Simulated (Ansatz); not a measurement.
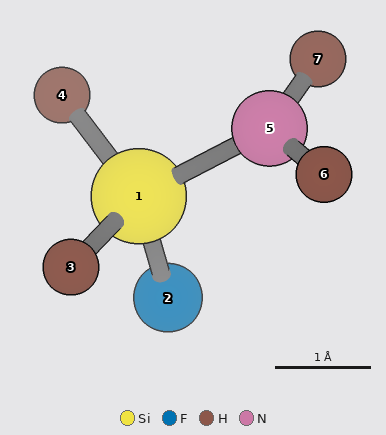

**Figure 1.** The structure as given in the input (ball-and-stick view, seen at a tilt; atoms are numbered from 1 in the order of the input). Bond lengths as drawn: F–Si 1.60 Å, H–N 1.01 Å, H–Si 1.48 Å and N–Si 1.70 Å.

SiNH4F: single-point calculation

System: SiNH4F.
Method: RKS PBE-D4/def2-TZVPP (Ansatz 0.2.0).

The geometry comes from this level: PBE0-D4/def2-TZVP.

## Output
```
Functional definition: PBE
  name "PBE"
  cite "Perdew, Burke & Ernzerhof, Phys. Rev. Lett. 77, 3865 (1996) doi:10.1103/PhysRevLett.77.3865"
  parent pbe
  parameter kappa = 0.804
  parameter beta = 0.06672455060314922
  exchange = pbe_x(kappa = kappa, mu = beta*pi^2/3)
  correlation = pbe_c(beta = beta)
835 factors; their error is unknown
mean field evaluation 1: about -12135.7820 eV, gradient 7.6e1 eV
mean field evaluation 2: about -12102.5915 eV, gradient 1.3e2 eV
mean field evaluation 4: about -12145.6361 eV, gradient 9.7e0 eV
mean field evaluation 8: about -12145.7844 eV, gradient 1.6e-1 eV
mean field evaluation 16: about -12145.7655 eV, gradient 2.8e-5 eV
mean field -12145.76551541 eV, -446.3486499957 hartree, gradient 2.8e-5 eV, S^2 0.000000; 0 other end points of the search recorded, 0 dependent functions left out
reference -12145.76555019 eV, -446.3486512739 hartree; 17, 17 occupied and 143, 143 virtual orbitals, 835 factors
Total energy: -12145.85937175 eV, -446.3520991527 hartree
```

The run was set up as follows.

## Input file
```yaml
crystal:
  periodic: [false, false, false]
  atoms:
    - {symbol: Si, position_ang: [-1.042548, 0.159752, 0.154912]}
    - {symbol: F, position_ang: [-0.109187, -0.808411, -0.720472]}
    - {symbol: H, position_ang: [-2.283132, 0.342478, -0.629824]}
    - {symbol: H, position_ang: [-0.264477, 1.402671, 0.349842]}
    - {symbol: N, position_ang: [-1.461048, -0.452353, 1.679693]}
    - {symbol: H, position_ang: [-2.171390, -1.155934, 1.794118]}
    - {symbol: H, position_ang: [-0.815876, -0.444022, 2.451955]}
basis:
  gaussian: {orbitals: def2-TZVPP}
hamiltonian: {xc: pbe, dispersion: d4}
```

Launch command:
```bash
ansatz run in.yaml --threads 4 --pin off --events-out ev --progress --plain --max-ram 9574MiB
```

## Key numbers

| quantity | value |
| --- | --- |
| outcome | converged |
| total energy | −12145.8594 eV |
| mean-field energy | −12145.7656 eV |
| dispersion energy | −0.0938 eV |
| SCF solution under orbital rotations | stable |
| hardware | 4 threads of AMD EPYC, 31 GiB of memory available, shared host |
| wall time | 0.7 s (CPU time 2.3 s) |
| peak memory | 0.5 GiB |
